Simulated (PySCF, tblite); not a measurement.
# FH₈N₃Si₃: dynamics, then NMR shifts on frames, part 2 of 2

tblite 0.8.0 and PySCF 2.14.0. Atoms count from 0.

**6. Nuclear shieldings: 800 fs, PBE0/pcSseg-1**

Job settings and geometry (Å):

```
{"job": {"kind": "nmr", "xc": "PBE0", "basis": "pcSseg-1", "pop": false}, "charge": 0, "multiplicity": 1}
F     -1.779800    -1.669100     2.399700
Si    -1.649700    -1.139200     0.877900
N     -0.156400    -1.545400     0.195600
Si     1.309000    -0.723100    -0.330800
N      0.971000     1.049300    -0.326500
Si    -0.529000     1.601800    -0.017700
N     -1.637300     0.601400     1.010300
H     -2.826200    -1.483700    -0.071000
H     -0.120900    -2.563400     0.166300
H      1.627100    -1.176900    -1.647100
H      2.528600    -0.805800     0.454500
H      1.486800     1.681700    -0.880300
H     -0.523600     2.775600     0.909500
H     -1.385900     1.819500    -1.273100
H     -1.901500     1.080000     1.868000
```

With the program's defaults for keys left out, this is: GIAO PBE0/pcSseg-1 NMR shielding, non-relativistic, gas phase.

The log of the run:

```text
coarse grid: 14104 points
cycle   1  E = -1136.6994539497  dE =  7.527e-01  |g| = 8.509e-01  |ddm| = 3.700e+00
cycle   2  E = -1136.5737551674  dE =  1.257e-01  |g| = 1.185e+00  |ddm| = 1.482e+00
cycle   3  E = -1136.8356315273  dE = -2.619e-01  |g| = 5.821e-02  |ddm| = 9.350e-01
cycle   4  E = -1136.8361620154  dE = -5.305e-04  |g| = 2.716e-02  |ddm| = 6.951e-02
cycle   5  E = -1136.8362720080  dE = -1.100e-04  |g| = 1.074e-02  |ddm| = 2.409e-02
cycle   6  E = -1136.8362959563  dE = -2.395e-05  |g| = 9.708e-04  |ddm| = 9.511e-03
cycle   7  E = -1136.8362961676  dE = -2.112e-07  |g| = 2.927e-04  |ddm| = 1.352e-03
final grid: 123336 points
cycle   8  E = -1136.8725179458  dE = -1.807e-05  |g| = 7.499e-03  |ddm| = 1.547e-02
cycle   9  E = -1136.8725053572  dE =  1.259e-05  |g| = 1.081e-02  |ddm| = 1.383e-02
cycle  10  E = -1136.8725295048  dE = -2.415e-05  |g| = 4.454e-04  |ddm| = 8.297e-03
cycle  11  E = -1136.8725295212  dE = -1.644e-08  |g| = 2.672e-04  |ddm| = 4.086e-04
cycle  12  E = -1136.8725295323  dE = -1.107e-08  |g| = 3.438e-05  |ddm| = 1.765e-04
cycle  13  E = -1136.8725295325  dE = -1.899e-10  |g| = 1.298e-05  |ddm| = 3.747e-05
converged SCF energy = -1136.8725295325

GIAO shielding tensors (ppm)
atom      isotropic    diamagn.    paramagn.     s11        s22        s33       span
  0 F      311.470     467.738    -156.268    259.134    290.363    384.913    125.779
  1 Si     389.120     879.529    -490.409    373.562    386.826    406.971     33.409
  2 N      226.078     325.533     -99.454    195.490    217.589    265.156     69.666
  3 Si     380.971     879.248    -498.277    350.749    374.808    417.355     66.606
  4 N      252.873     327.327     -74.454    215.267    248.493    294.860     79.593
  5 Si     385.462     881.253    -495.791    340.109    384.674    431.604     91.495
  6 N      217.542     329.054    -111.512    189.399    215.975    247.254     57.855
  7 H       24.994      27.157      -2.163     21.681     22.256     31.046      9.364
  8 H       31.570      29.851       1.719     23.651     27.908     43.152     19.501
  9 H       26.657      29.833      -3.176     23.135     24.359     32.476      9.341
 10 H       26.164      29.001      -2.837     22.614     23.979     31.899      9.285
 11 H       32.737      32.664       0.073     24.372     28.022     45.816     21.444
 12 H       26.174      29.354      -3.180     21.772     24.737     32.013     10.241
 13 H       25.356      29.051      -3.694     21.222     24.109     30.738      9.516
 14 H       29.819      32.191      -2.371     22.795     26.596     40.067     17.272
```

Run time: 18 s. Hardware: 1 thread of Arm Neoverse V2, shared host; peak memory 0.84 GiB.

In short: δ F0 -140.5, Si3 -31.8, Si5 -36.3, Si1 -40.0, H7 6.72, H13 6.36 ppm.

**7. Nuclear shieldings: 1000 fs, PBE0/pcSseg-1**

Job settings and geometry (Å):

```
{"job": {"kind": "nmr", "xc": "PBE0", "basis": "pcSseg-1", "pop": false}, "charge": 0, "multiplicity": 1}
F     -1.545200    -1.512000     2.654400
Si    -1.009900    -1.359400     1.062200
N      0.746800    -1.356900     0.874500
Si     1.516300    -0.558800    -0.464800
N      0.934200     1.071400    -0.431900
Si    -0.760400     1.638200    -0.177400
N     -1.576800     0.121200     0.456300
H     -1.629200    -2.428000     0.259200
H      1.368000    -1.714000     1.696300
H      0.732600    -1.254000    -1.520200
H      2.954100    -0.631700    -0.129300
H      1.289500     1.320700    -1.376200
H     -0.783900     2.585100     1.096900
H     -1.520900     1.930800    -1.461300
H     -2.568700     0.368600     0.507200
```

With the program's defaults for keys left out, this is: GIAO PBE0/pcSseg-1 NMR shielding, non-relativistic, gas phase.

The log of the run:

```text
coarse grid: 14104 points
cycle   1  E = -1136.6686594718  dE =  5.096e-01  |g| = 8.809e-01  |ddm| = 3.660e+00
cycle   2  E = -1136.4975978402  dE =  1.711e-01  |g| = 1.295e+00  |ddm| = 1.834e+00
cycle   3  E = -1136.8204743682  dE = -3.229e-01  |g| = 5.508e-02  |ddm| = 1.197e+00
cycle   4  E = -1136.8209844216  dE = -5.101e-04  |g| = 2.580e-02  |ddm| = 8.938e-02
cycle   5  E = -1136.8210878124  dE = -1.034e-04  |g| = 1.314e-02  |ddm| = 3.430e-02
cycle   6  E = -1136.8211237260  dE = -3.591e-05  |g| = 8.851e-04  |ddm| = 1.121e-02
cycle   7  E = -1136.8211238774  dE = -1.515e-07  |g| = 3.855e-04  |ddm| = 1.359e-03
final grid: 123336 points
cycle   8  E = -1136.8574888862  dE = -1.879e-05  |g| = 7.387e-03  |ddm| = 1.811e-02
cycle   9  E = -1136.8574743727  dE =  1.451e-05  |g| = 1.112e-02  |ddm| = 1.594e-02
cycle  10  E = -1136.8575003373  dE = -2.596e-05  |g| = 4.762e-04  |ddm| = 9.714e-03
cycle  11  E = -1136.8575003580  dE = -2.065e-08  |g| = 2.641e-04  |ddm| = 4.538e-04
cycle  12  E = -1136.8575003681  dE = -1.018e-08  |g| = 4.253e-05  |ddm| = 1.764e-04
cycle  13  E = -1136.8575003684  dE = -2.938e-10  |g| = 8.708e-06  |ddm| = 4.210e-05
converged SCF energy = -1136.8575003684

GIAO shielding tensors (ppm)
atom      isotropic    diamagn.    paramagn.     s11        s22        s33       span
  0 F      304.301     469.596    -165.296    249.474    271.937    391.491    142.018
  1 Si     383.641     878.668    -495.027    368.267    379.839    402.819     34.552
  2 N      215.213     328.132    -112.919    197.374    213.059    235.205     37.831
  3 Si     382.380     882.560    -500.179    347.702    378.242    421.198     73.495
  4 N      225.384     325.390    -100.006    201.915    217.876    256.362     54.447
  5 Si     368.632     879.063    -510.431    348.696    370.284    386.916     38.220
  6 N      208.873     327.059    -118.185    180.220    202.394    244.006     63.786
  7 H       26.031      29.125      -3.095     22.806     23.154     32.132      9.327
  8 H       28.130      28.650      -0.520     21.513     25.081     37.797     16.284
  9 H       25.021      31.483      -6.462     21.471     23.781     29.813      8.342
 10 H       25.973      29.183      -3.210     21.922     23.819     32.177     10.254
 11 H       32.475      31.409       1.066     24.898     30.060     42.467     17.569
 12 H       24.047      27.042      -2.995     20.640     22.067     29.433      8.793
 13 H       25.029      28.170      -3.140     21.787     22.825     30.477      8.690
 14 H       31.087      31.057       0.031     23.570     28.172     41.521     17.951
```

Run time: 18 s. Hardware: 1 thread of Arm Neoverse V2, shared host; peak memory 0.84 GiB.

In short: δ F0 -133.4, Si5 -19.5, Si3 -33.2, Si1 -34.5, H12 7.67, H9 6.70 ppm.

**8. Comparing the runs: NMR shifts**

Shifts (ppm) of some atoms, chosen among heavy atoms and hydrogens apart, with basis size and wall time:

```csv
frame,H14,H8,F0,Si5,N6,N2,N4,functions,time
250 fs,-0.65,-0.84,-133.8,-29.3,39.2,32.4,16.4,180,25 s
425 fs,-0.55,-0.36,-114.8,-31.6,47.3,40.0,19.2,180,18 s
625 fs,-0.55,0.57,-119.7,-31.4,36.2,31.2,9.3,180,18 s
800 fs,1.90,0.15,-140.5,-36.3,50.2,41.7,14.9,180,18 s
1000 fs,0.63,3.59,-133.4,-19.5,58.9,52.5,42.3,180,18 s
```

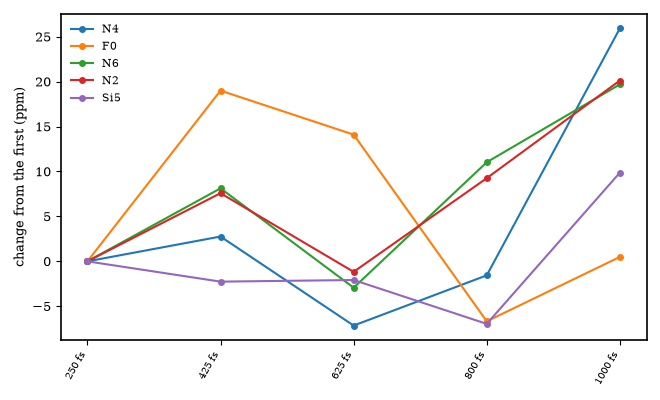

How five of the tabulated atoms move from run to run.

**9. Summary of results**

This closing draws on all 2 parts.

| quantity | value |
| --- | --- |
| thermostat | 600 K |
| mean temperature, second half | 564 K |
| mean potential energy above the minimum | 0.90 eV |
| 1H shifts against TMS (PBE0/pcSseg-1, 250 fs) | 6.77, 6.19, 6.10, 5.08, 4.82, -0.65, -0.84, -0.91 ppm |
| 19F shifts against CFCl3 (PBE0/pcSseg-1, 250 fs) | -133.8 ppm |
| 29Si shifts against TMS (PBE0/pcSseg-1, 250 fs) | -29.3, -32.3, -32.9 ppm |
| 15N shifts against NH3 (PBE0/pcSseg-1, 250 fs) | 39.2, 32.4, 16.4 ppm |
| surface potential, 1st and 99th percentile | -1.20 V and 1.88 V |
| range of the shift of N4 | 9.3 to 42.3 ppm |

What this shows: In the second half the potential energy averages 0.90 eV above the minimum; equipartition over 39 harmonic modes at 600 K would give 1.01 eV. With 15 atoms the temperature swings widely (278 to 931 K). Shifts at one fixed geometry are not the observed spectrum, which averages over the motion. In the first frame run (250 fs): Shielding is most anisotropic at F0 (span 106 ppm, paramagnetic term -164 ppm). In ppm, N4 moves most: its shift spreads over 33.1 ppm, from 9.3 (625 fs) to 42.3 (1000 fs).
